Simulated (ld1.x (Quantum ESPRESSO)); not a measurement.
# Ti: generating and testing a TM potential

Do these settings give a usable potential? It is generated, then checked for transferability, scattering, ghosts and hardness.

The numbers are computed with ld1.x (Quantum ESPRESSO) 7.5 (PBE, scalar-relativistic, spin-unpolarised reference atom).

## Step 1: The atom and the settings

Typed settings, in words:

- element: titanium (Ti, Z = 22)
- type: norm-conserving Troullier–Martins (Kleinman–Bylander form)
- frozen core: [Ar]
- valence charge: 4
- reference configuration: 3d2 4s1.75 4p0.25
- partial waves: 4s (bound): rc 1.56 bohr; 4p (bound): rc 3.65 bohr; 3d (bound): rc 2.60 bohr
- local potential: all-electron potential smoothed inside 2.50 bohr (lloc = -1)
- core correction: a·sin(br)/r model core inside 1.00 bohr

The nodes and maxima of the atom's own shells, from an earlier all-electron run, set the scale for the radii.

All-electron outer shells of the reference configuration (PBE, scalar-relativistic, ld1.x):

| shell | level (eV) | outermost node (bohr) | outermost maximum (bohr) |
| --- | --- | --- | --- |
| 3s | -62.98 | 0.40 | 0.87 |
| 3p | -39.21 | 0.37 | 0.90 |
| 4s | -4.67 | 1.24 | 2.92 |
| 3d | -4.58 | – | 0.98 |
| 4p | -1.63 | 1.39 | 3.80 |

## Step 2: Generation

Contents of Ti.in:

```
 &input
   title='Ti', zed=22., rel=1, dft='PBE', iswitch=3,
   config='[Ar] 3d2 4s1.75 4p0.25',
   nld=3, rlderiv=3.95, eminld=-2.0, emaxld=5.0, deld=0.02
 /
 &inputp
   pseudotype=2, tm=.true., lloc=-1, rcloc=2.50,
   nlcc=.true., rcore=1.00,
   file_pseudopw='Ti.UPF', file_wfcaegen='ae.wfc', file_wfcncgen='nc.wfc', file_beta='beta', file_chi='chi'
 /
3
4S  1  0   1.75   0.00  1.56  1.56  0.0
4P  2  1   0.25   0.00  3.65  3.65  0.0
3D  3  2   2.00   0.00  2.60  2.60  0.0
 &test
   configts(1)='3d2 4s1.75 4p0.25'
 /
```

Run with:

```console
ld1.x < Ti.in > Ti.out
```

Output in Ti.out (without the banner and most projector matrices):

```text
     Program LD1 v.7.5
     --------------------------- All-electron run ----------------------------

     Ti
     scalar relativistic calculation

     atomic number is 22.00
     dft =PBE   lsd =0 sic =0 latt =0  beta=0.20 tr2=1.0E-14
     Exchange-correlation= PBE
                           (   1   4   3   4   0   0   0)
     mesh =1177 r(mesh) = 100.37945 a.u. xmin = -7.00 dx = 0.01250
     1 Ry =  13.60569312 eV, c = 137.03599908

     n l     nl                  e(Ry)          e(Ha)          e(eV)
     1 0     1S 1( 2.00)      -357.8823      -178.9412     -4869.2369
     2 0     2S 1( 2.00)       -39.4890       -19.7445      -537.2750
     2 1     2P 1( 6.00)       -32.6774       -16.3387      -444.5984
     3 0     3S 1( 2.00)        -4.6291        -2.3145       -62.9816
     3 1     3P 1( 6.00)        -2.8818        -1.4409       -39.2090
     3 2     3D 1( 2.00)        -0.3366        -0.1683        -4.5801
     4 0     4S 1( 1.75)        -0.3433        -0.1717        -4.6709
     4 1     4P 1( 0.25)        -0.1200        -0.0600        -1.6333

     final scf error:  4.2E-15 reached in  24 iterations

     Etot =   -1707.075675 Ry,    -853.537838 Ha,  -23225.947778 eV

     Ekin =    1721.445733 Ry,     860.722867 Ha,   23421.462376 eV
     Encl =   -4057.857557 Ry,   -2028.928778 Ha,  -55209.964654 eV
     Eh   =     713.156627 Ry,     356.578314 Ha,    9702.990220 eV
     Exc  =     -83.820479 Ry,     -41.910240 Ha,   -1140.435719 eV

     normalization and overlap integrals

     s(1S/1S) =  1.000000  <r> =   0.0696  <r2> =    0.0065  r(max) =   0.0455
     s(2S/2S) =  1.000000  <r> =   0.3249  <r2> =    0.1249  r(max) =   0.2682
     s(2P/2P) =  1.000000  <r> =   0.2899  <r2> =    0.1037  r(max) =   0.2196
     s(3S/3S) =  1.000000  <r> =   1.0070  <r2> =    1.1699  r(max) =   0.8685
     s(3P/3P) =  1.000000  <r> =   1.0859  <r2> =    1.3903  r(max) =   0.9016
     s(3D/3D) =  1.000000  <r> =   1.6048  <r2> =    3.5049  r(max) =   0.9841
     s(4S/4S) =  1.000000  <r> =   3.4943  <r2> =   14.0844  r(max) =   2.9196
     s(4P/4P) =  1.000000  <r> =   4.8257  <r2> =   27.4927  r(max) =   3.7960

     ------------------------ End of All-electron run ------------------------

     --------------------- Generating NC pseudopotential ---------------------

      Generating local potential from pseudized AE potential:
      Matching radius rcloc =   2.5000

      Local pseudo, rcloc= 2.482 Estimated cut-off energy=     3.89 Ry

      Computing core charge for nlcc:

       r > 1.01 : true rho core
       r < 1.01 : rho core = a sin(br)/r    a=  11.01  b=   2.26

      Integrated core pseudo-charge :   8.87

      Wfc   4S  rcut= 1.543  Using Troullier-Martins method

      Wfc   4P  rcut= 3.611  Using Troullier-Martins method

      Wfc   3D  rcut= 2.609  Using Troullier-Martins method

     ------------------- End of pseudopotential generation -------------------

     [... the all-electron block is printed once more ...]


     Computing logarithmic derivative in   3.96588
     Computing logarithmic derivative in   3.96588
     Computing the partial wave expansion
     R is outside the sphere for l=    0 j= 0.00
     R is outside the sphere for l=    1 j= 0.00
     R is outside the sphere for l=    2 j= 0.00

     ---------------------- Testing the pseudopotential ----------------------

     Ti
     scalar relativistic calculation

     atomic number is 22.00   valence charge is  4.00
     dft =PBE   lsd =0 sic =0 latt =0  beta=0.20 tr2=1.0E-14
     mesh =1177 r(mesh) = 100.37945 xmin = -7.00 dx = 0.01250

     n l     nl             e AE (Ry)        e PS (Ry)    De AE-PS (Ry)
     3 2     3D   1( 2.00)       -0.33663       -0.33663        0.00000
     1 0     4S   1( 1.75)       -0.34330       -0.34330       -0.00001
     2 1     4P   1( 0.25)       -0.12004       -0.12004        0.00000

     eps = 3.8E-15  iter =  4

     Etot =   -1707.075675 Ry,    -853.537838 Ha,  -23225.947778 eV
     Etotps =   -19.267939 Ry,      -9.633969 Ha,    -262.153659 eV

     Ekin =      11.694876 Ry,       5.847438 Ha,     159.116896 eV
     Encl =     -14.479278 Ry,      -7.239639 Ha,    -197.000610 eV
     Ehrt =       5.657205 Ry,       2.828603 Ha,      76.970195 eV
     Ecxc =     -15.814424 Ry,      -7.907212 Ha,    -215.166207 eV
     (Ecc =     -12.571975 Ry,      -6.285988 Ha,    -171.050434 eV)
     Epseu=      -6.326317 Ry,      -3.163159 Ha,     -86.073934 eV

     ---------------------- End of pseudopotential test ----------------------
```

It took 1 s on 1 thread of Neoverse-V2, shared host. This counts the later configuration tests of the new file too.

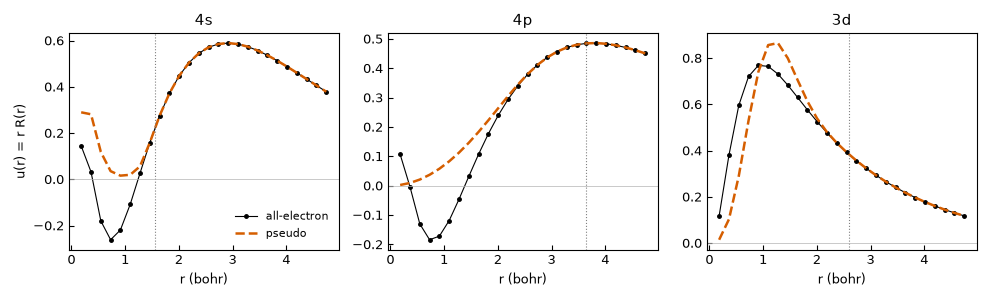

All-electron and pseudo partial waves (4s, 4p, 3d), with the matching radii dotted. The curves join 26 sampled radii, too few to resolve the innermost nodes.

## Step 3: Transferability test

Contents of Ti.test.in:

```
 &input
   title='Ti', zed=22., rel=1, dft='PBE', iswitch=2,
   config='[Ar] 3d2 4s1.75 4p0.25'
 /
 &test
   file_pseudo='Ti.UPF', nconf=8,
   configts(1)='3d2 4s1.75 4p0.25',
   configts(2)='3d2 4s2 4p0',
   configts(3)='3d2 4s1 4p0',
   configts(4)='3d2 4s0 4p0',
   configts(5)='3d2 4s0 4p1',
   configts(6)='3d1 4s2 4p1',
   configts(7)='3d2 4s1.5 4p0',
   configts(8)='3d2 4s0 4p2'
 /
```

Run with:

```console
ld1.x < Ti.test.in > Ti.test.out
```

Ti.test.out, the pseudopotential blocks:

```text
     ---------------------- Testing the pseudopotential ----------------------

     Ti
     scalar relativistic calculation

     atomic number is 22.00   valence charge is  4.00
     dft =PBE   lsd =0 sic =0 latt =0  beta=0.20 tr2=1.0E-14
     mesh =1177 r(mesh) = 100.37945 xmin = -7.00 dx = 0.01250

     n l     nl             e AE (Ry)        e PS (Ry)    De AE-PS (Ry)
     3 2     3D   1( 2.00)       -0.33663       -0.33663        0.00000
     1 0     4S   1( 1.75)       -0.34330       -0.34330       -0.00001
     2 1     4P   1( 0.25)       -0.12004       -0.12004        0.00000

     eps = 7.5E-15  iter =  4

     Etot =   -1707.075675 Ry,    -853.537838 Ha,  -23225.947779 eV
     Etotps =   -19.267939 Ry,      -9.633969 Ha,    -262.153659 eV

     Ekin =      11.694876 Ry,       5.847438 Ha,     159.116893 eV
     Encl =     -14.479278 Ry,      -7.239639 Ha,    -197.000609 eV
     Ehrt =       5.657205 Ry,       2.828602 Ha,      76.970195 eV
     Ecxc =     -15.814424 Ry,      -7.907212 Ha,    -215.166206 eV
     (Ecc =     -12.571975 Ry,      -6.285988 Ha,    -171.050434 eV)
     Epseu=      -6.326317 Ry,      -3.163159 Ha,     -86.073933 eV

     ---------------------- End of pseudopotential test ----------------------

     ---------------------- Testing the pseudopotential ----------------------

     Ti
     [...]
     n l     nl             e AE (Ry)        e PS (Ry)    De AE-PS (Ry)
     3 2     3D   1( 2.00)       -0.31302       -0.31277       -0.00025
     1 0     4S   1( 2.00)       -0.32830       -0.32839        0.00009
     2 1     4P   1( 0.00)       -0.10777       -0.10806        0.00029

     eps = 1.5E-15  iter =  8

     Etot =   -1707.131133 Ry,    -853.565567 Ha,  -23226.702321 eV
     Etotps =   -19.323372 Ry,      -9.661686 Ha,    -262.907874 eV
     dEtot_ae =      -0.055458 Ry
     dEtot_ps =      -0.055434 Ry,   Delta E=      -0.000024 Ry

     [...]
     ---------------------- End of pseudopotential test ----------------------

     ---------------------- Testing the pseudopotential ----------------------

     Ti
     [...]
     n l     nl             e AE (Ry)        e PS (Ry)    De AE-PS (Ry)
     3 2     3D   1( 2.00)       -0.83550       -0.83350       -0.00201
     1 0     4S   1( 1.00)       -0.76075       -0.76063       -0.00013
     2 1     4P   1( 0.00)       -0.48549       -0.48540       -0.00008

     eps = 2.4E-16  iter =  9

     Etot =   -1706.591160 Ry,    -853.295580 Ha,  -23219.355616 eV
     Etotps =   -18.783558 Ry,      -9.391779 Ha,    -255.563322 eV
     dEtot_ae =       0.484515 Ry
     dEtot_ps =       0.484381 Ry,   Delta E=       0.000134 Ry

     [...]
     ---------------------- End of pseudopotential test ----------------------

     ---------------------- Testing the pseudopotential ----------------------

     Ti
     [...]
     n l     nl             e AE (Ry)        e PS (Ry)    De AE-PS (Ry)
     3 2     3D   1( 2.00)       -1.44648       -1.46156        0.01508  !
     1 0     4S   1( 0.00)       -1.24186       -1.25911        0.01725  !
     2 1     4P   1( 0.00)       -0.91224       -0.91703        0.00479

     eps = 4.0E-17  iter =  7

     Etot =   -1705.593615 Ry,    -852.796807 Ha,  -23205.783315 eV
     Etotps =   -17.781373 Ry,      -8.890686 Ha,    -241.927899 eV
     dEtot_ae =       1.482061 Ry
     dEtot_ps =       1.486566 Ry,   Delta E=      -0.004505 Ry

     [...]
     ---------------------- End of pseudopotential test ----------------------

     ---------------------- Testing the pseudopotential ----------------------

     Ti
     [...]
     n l     nl             e AE (Ry)        e PS (Ry)    De AE-PS (Ry)
     3 2     3D   1( 2.00)       -0.91683       -0.92872        0.01189  !
     1 0     4S   1( 0.00)       -0.81019       -0.81783        0.00764  !
     2 1     4P   1( 1.00)       -0.53050       -0.52995       -0.00054

     eps = 1.4E-15  iter = 10

     Etot =   -1706.313609 Ry,    -853.156804 Ha,  -23215.579331 eV
     Etotps =   -18.502735 Ry,      -9.251367 Ha,    -251.742532 eV
     dEtot_ae =       0.762067 Ry
     dEtot_ps =       0.765204 Ry,   Delta E=      -0.003137 Ry

     [...]
     ---------------------- End of pseudopotential test ----------------------

     ---------------------- Testing the pseudopotential ----------------------

     Ti
     [...]
     n l     nl             e AE (Ry)        e PS (Ry)    De AE-PS (Ry)
     3 2     3D   1( 1.00)       -0.68514       -0.65212       -0.03303  !
     1 0     4S   1( 2.00)       -0.45729       -0.45409       -0.00320
     2 1     4P   1( 1.00)       -0.18855       -0.18312       -0.00543  !

     eps = 8.7E-16  iter = 18

     Etot =   -1706.787734 Ry,    -853.393867 Ha,  -23222.030139 eV
     Etotps =   -18.988404 Ry,      -9.494202 Ha,    -258.350397 eV
     dEtot_ae =       0.287941 Ry
     dEtot_ps =       0.279535 Ry,   Delta E=       0.008407 Ry

     [...]
     ---------------------- End of pseudopotential test ----------------------

     ---------------------- Testing the pseudopotential ----------------------

     Ti
     [...]
     n l     nl             e AE (Ry)        e PS (Ry)    De AE-PS (Ry)
     3 2     3D   1( 2.00)       -0.56216       -0.56080       -0.00137
     1 0     4S   1( 1.50)       -0.53778       -0.53750       -0.00028
     2 1     4P   1( 0.00)       -0.28871       -0.28886        0.00014

     eps = 8.2E-16  iter = 12

     Etot =   -1706.915276 Ry,    -853.457638 Ha,  -23223.765429 eV
     Etotps =   -19.107547 Ry,      -9.553773 Ha,    -259.971418 eV
     dEtot_ae =       0.160400 Ry
     dEtot_ps =       0.160392 Ry,   Delta E=       0.000008 Ry

     [...]
     ---------------------- End of pseudopotential test ----------------------

     ---------------------- Testing the pseudopotential ----------------------

     Ti
     [...]
     n l     nl             e AE (Ry)        e PS (Ry)    De AE-PS (Ry)
     3 2     3D   1( 2.00)       -0.48476       -0.49879        0.01403  !
     1 0     4S   1( 0.00)       -0.43039       -0.43629        0.00590  !
     2 1     4P   1( 2.00)       -0.18992       -0.18928       -0.00065

     eps = 5.5E-16  iter = 10

     Etot =   -1706.669001 Ry,    -853.334501 Ha,  -23220.414691 eV
     Etotps =   -18.857412 Ry,      -9.428706 Ha,    -256.568163 eV
     dEtot_ae =       0.406674 Ry
     dEtot_ps =       0.410526 Ry,   Delta E=      -0.003852 Ry

     [...]
     ---------------------- End of pseudopotential test ----------------------
```

Energies count from the reference configuration 3d2 4s1.75 4p0.25; the error is all-electron less pseudo.

| valence configuration | charge | ΔE all-electron (eV) | error AE − PS (meV) |
| --- | --- | --- | --- |
| 3d2 4s2 4p0 | 0 | -0.755 | -0.3 |
| 3d2 4s1 4p0 | +1 | 6.592 | +1.8 |
| 3d2 4s0 4p0 | +2 | 20.164 | -61 |
| 3d2 4s0 4p1 | +1 | 10.368 | -43 |
| 3d1 4s2 4p1 | 0 | 3.918 | +114 |
| 3d2 4s1.5 4p0 | +0.5 | 2.182 | +0.1 |
| 3d2 4s0 4p2 | 0 | 5.533 | -52 |

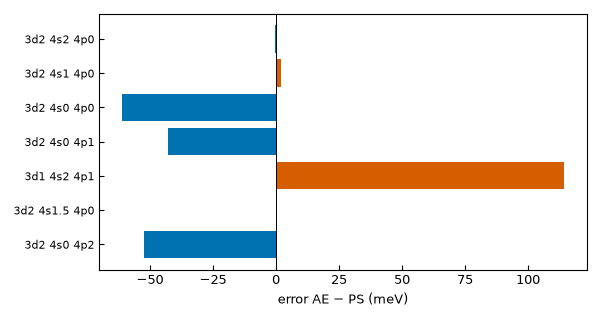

Error of the potential in each test configuration.

## Step 4: Does it scatter like the atom?

Taken from the files of the generation run. The phase is arctan(r·u′/u) with u = r·R, unwrapped, with energies in Ry. A pole is an energy at which the radial function vanishes at the test radius. The pseudo phase is shifted by a multiple of π to meet the all-electron one at the reference energy. Levels narrower than the energy grid can be missing from the poles. The last column is the largest difference on the grid between −1 and +1 Ry.

| channel | radius (bohr) | reference (Ry) | poles AE | poles PS | window around the reference with phases within 0.05 rad (Ry) | largest difference near zero (rad) |
| --- | --- | --- | --- | --- | --- | --- |
| s | 3.97 | -0.34 | 0.15, 3.39 | 0.12, 0.75, 4.10 | below 0.3 | 2.967 |
| p | 3.97 | -0.12 | 0.68, 3.99 | 0.63, 2.36 | below 1.0 | 0.032 |
| d | 3.97 | -0.34 | -0.29, 1.65, 4.94 | -0.29, 1.83 | below 0.3 | 0.188 |

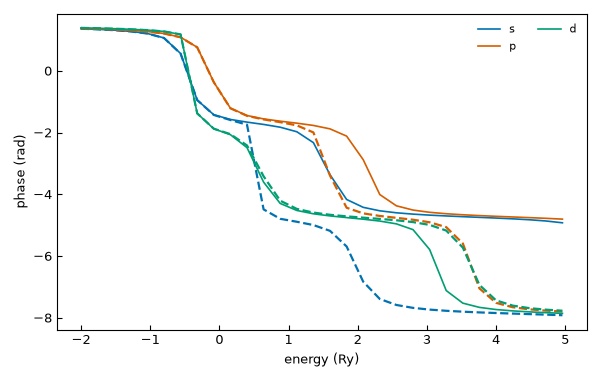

Phases by channel: all-electron solid, pseudo dashed.

## Step 5: Cutoff and ghost test in a Bessel basis

This step uses the generator's waves and projectors in a separate script. Basis: spherical Bessel functions vanishing at 20 bohr, q² up to the cutoff; potential fixed at the reference.

All-electron valence levels (Ry): 4s -0.3433, 4p -0.1200, 3d -0.3366. The lowest levels of each channel (Ry) by cutoff; the last column sums, over occupied levels, occupation times the distance from the level at 400 Ry. A positive value at high cutoff is not a bound level.

```tsv
cutoff (Ry)	s #1	s #2	p #1	d #1	f #1	Σ f·Δε (mRy)
8	-3.0432	-0.2335	-0.1200	0.0238	0.0939	913.0
18	-3.3451	-0.2367	-0.1200	-0.1252	0.0939	609.4
35	-4.2209	-0.2482	-0.1200	-0.3337	0.0939	172.2
55	-5.6753	-0.2665	-0.1200	-0.3365	0.0939	134.6
80	-8.4116	-0.3075	-0.1200	-0.3366	0.0939	62.6
110	-9.9664	-0.3390	-0.1200	-0.3366	0.0939	7.4
120	-10.0429	-0.3408	-0.1200	-0.3366	0.0939	4.4
200	-10.1202	-0.3425	-0.1200	-0.3366	0.0939	1.4
260	-10.1474	-0.3431	-0.1200	-0.3366	0.0939	0.3
350	-10.1547	-0.3432	-0.1200	-0.3366	0.0939	0.0
400	-10.1558	-0.3433	-0.1200	-0.3366	0.0939	0.0
```

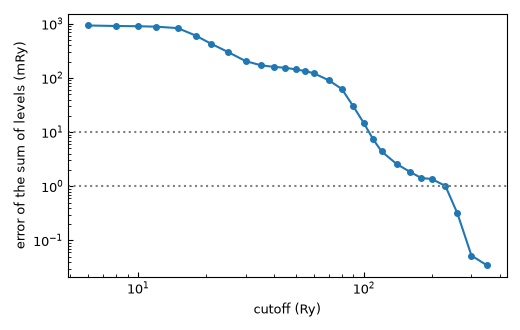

Occupation-weighted error of the valence levels against the cutoff; the dotted lines mark 10 and 1 mRy.

The sum stays within 10 mRy from 110 Ry and within 1 mRy from 260 Ry. The sum leaves out empty levels, which can need more. Ghost test: ghost state, bound below the all-electron valence or empty levels of the same l: s at -138.2 eV.

## Step 6: Outcome

| quantity | value |
| --- | --- |
| cutoffs for 10 and 1 mRy, occupied levels | 110 Ry and 260 Ry |
| bound ghosts | s at -138.18 eV |
| largest test error (AE − PS) | +114 meV, for 3d1 4s2 4p1 |
| largest phase difference near zero energy, channels read | 2.967 rad |

A bound ghost (s) makes it unfit for use: electrons can fall into a state that the atom doesn't have. By total energies transferability is poor: the largest error is 114 meV on 3.9 eV, for 3d1 4s2 4p1. The potential is hard: the looser tolerance needs 110 Ry. The slowest occupied level is 4s: taken alone it needs 180 Ry to come within 1 mRy, against 40 Ry for 3d. Near zero energy the largest phase difference among the channels read is 2.97 rad, in the s channel. A step near π is an extra or missing state, not a misfit of shape. The pseudo curves have a pole with no partner nearby in the atom's: s at 0.75 Ry. At positive energy that is a spurious or a displaced resonance. These are tests on the free atom; a crystal test is still owed.
